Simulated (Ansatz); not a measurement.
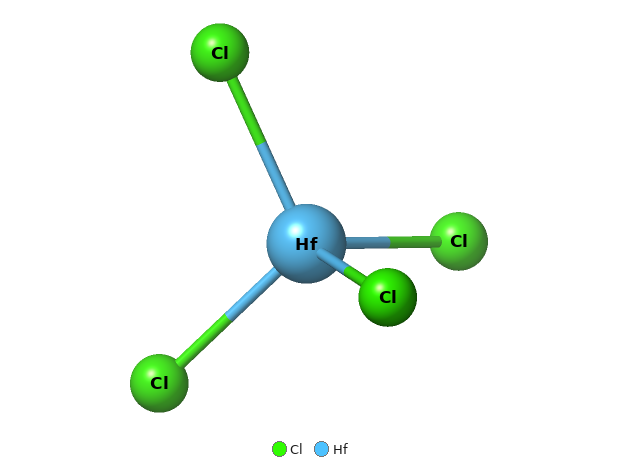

Charge 0, singlet. The computed structure is the end point of a PBE0-D4/def2-TZVP optimisation.

**What is the coordination number of the metal, and which atoms bind to it?**

Hf binds 4 atoms: 4 Cl at 2.32 Å. The arrangement is tetrahedral.

**Give the formal oxidation state and the d-electron count.**

Hf(IV), d⁰, counting the ligands as closed-shell ions or neutral donors.
